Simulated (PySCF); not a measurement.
**GeNH3Cl (SMILES [NH2][GeH][Cl]) at UTPSSh/6-31G(d) (spherical functions)**

Aim: the vertical ionisation energy of GeNH3Cl at UTPSSh/6-31G* (spherical functions), from 2 runs. 

The results are computed with PySCF 2.14.0.

**1. The molecule**

GeNH3Cl: 6 atoms, total charge 0, spin state doublet. As SMILES, `[NH2][GeH][Cl]`. The coordinates come from a PBE0-D4/def2-TZVP relaxation. This is one conformer, not always the lowest.

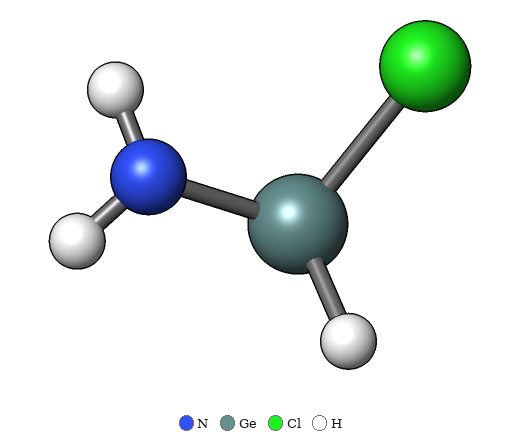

Viewed from a chosen angle; nitrogen blue, germanium teal, chlorine green, hydrogen white.

**2. A single-point energy at UTPSSh/6-31G(d) (spherical functions)**

input.py reads:

```python
# [NH2][GeH][Cl]
from pyscf import gto, dft

mol = gto.Mole()
mol.atom = '''
N     -0.446300     0.317900    -0.788300
Ge     0.075400    -0.151000     0.908100
Cl     1.243000    -1.956900     0.623300
H     -0.984500     1.171200    -0.861400
H     -0.888700    -0.414300    -1.327200
H      1.043200     0.969100     1.399300
'''
mol.max_memory = 1860
mol.verbose = 3
mol.spin = 1
mol.basis = '6-31g*'
mol.build()

mf = dft.UKS(mol, xc='tpssh')
mf.conv_tol = 1e-10
mf.grids.level = 4
mf.kernel()
if not mf.converged:
    mf = mf.newton().run(mf.mo_coeff, mf.mo_occ)

e_final = mf.e_tot
print('E = %.10f Eh' % e_final)
```

The run is started by

```console
OMP_NUM_THREADS=1 python input.py
```

Output:

```text
WARN: HOMO -0.181689189131363 >= LUMO -0.18168918913137

converged SCF energy = -2593.44866819375  <S^2> = 0.75348764  2S+1 = 2.0034846
E = -2593.4486681937 Eh
```

Wall time 34 s (1 thread of Arm Neoverse V1, shared host); peak memory 0.42 GiB.

**3. The singlet cation at the same level**

geometry.xyz reads:

```xyz
6

N     -0.446300     0.317900    -0.788300
Ge     0.075400    -0.151000     0.908100
Cl     1.243000    -1.956900     0.623300
H     -0.984500     1.171200    -0.861400
H     -0.888700    -0.414300    -1.327200
H      1.043200     0.969100     1.399300
```

run.py reads:

```python
from pyscf import gto, dft

mol = gto.M(
    atom='geometry.xyz',
    spin=0,
    max_memory=1860,
    charge=1,
    basis='6-31g*',
    verbose=3,
)

mf = dft.RKS(mol)
mf.xc = 'tpssh'
mf.grids.level = 4
mf.conv_tol = 1e-10
mf.kernel()
if not mf.converged:
    mf = mf.newton().run(mf.mo_coeff, mf.mo_occ)

e_tot = mf.e_tot
print('E = %.10f Eh' % e_tot)
```

The run is started by

```console
OMP_NUM_THREADS=1 python run.py
```

Output:

```text
converged SCF energy = -2593.14962283584
E = -2593.1496228358 Eh
```

Run time: 17 s. Hardware: 1 thread of Arm Neoverse V1, shared host; peak memory 0.37 GiB.

**4. Outcome**

At UTPSSh/6-31G* (spherical functions):

```
                                           quantity           value
                      doublet GeNH3Cl: total energy  -2593.44867 Eh
                     doublet GeNH3Cl: dipole moment          3.24 D
doublet GeNH3Cl: HOMO energy (highest over α and β)        -5.40 eV
 doublet GeNH3Cl: LUMO energy (lowest over α and β)        -3.25 eV
                              doublet GeNH3Cl: ⟨S²⟩           0.753
                       singlet cation: total energy  -2593.14962 Eh
                        singlet cation: HOMO energy       -13.86 eV
                        singlet cation: LUMO energy       -10.79 eV
                      singlet cation: HOMO–LUMO gap         3.06 eV
 vertical ionisation energy (to the singlet cation)        8.137 eV
```

In words: The vertical ionisation energy comes to 8.14 eV (785 kJ/mol). Only the singlet of the ionised species was computed; a triplet could lie lower.
